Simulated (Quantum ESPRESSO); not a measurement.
# Voltage at the next charge: Os(0001), 4 layers, one monolayer of F on fcc sites against an electrode

Method. Quantum ESPRESSO 7.5, PBE, GBRV ultrasoft; ESM with bc3, a metal electrode 5.81 Å above the top atoms; cell area 6.502 Å²; ions fixed. V is the potential energy of an electron at the electrode over the slab's Fermi level, divided by e, so that it equals the work function at zero charge; positive charge removes electrons.

| charge (e a cell) | V (V) |
| --- | --- |
| 0 | 7.548 |
| 0.0098 | 9.042 |
| 0.0195 | 10.523 |

One more run was made and is withheld. What is V at a charge of 0.039 e, and what capacitance do the rows imply?

By hand: The last two rows give dV/dq = (10.523 − 9.042)/(0.0195 − 0.0098) = 152.7 V/e, so C = 1602/(6.502 × 152.7) = 1.61 µF/cm², an effective gap of 8.854/1.61 = 5.49 Å. At constant C, V = 10.523 + 152.7 × 0.0195 = 13.50 V.

What the calculation gave: V = 13.505 V; the estimate misses by 0.00 V, 0.2 % of the step. Over the three intervals C goes 1.62, 1.61 and 1.61 µF/cm².

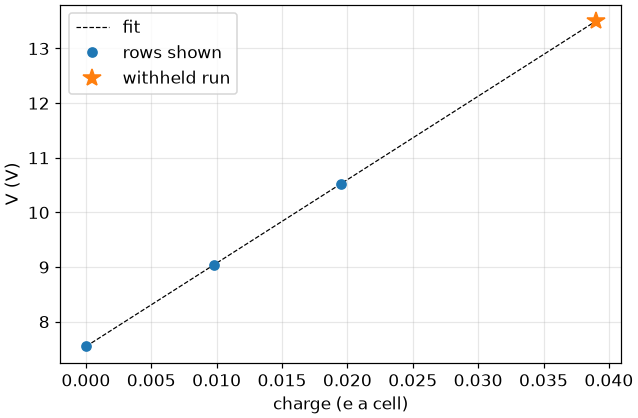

The rows shown, the fit and the withheld run.

**Limits.** Vacuum fills the gap; a dielectric or electrolyte would change C. The slab is thin.
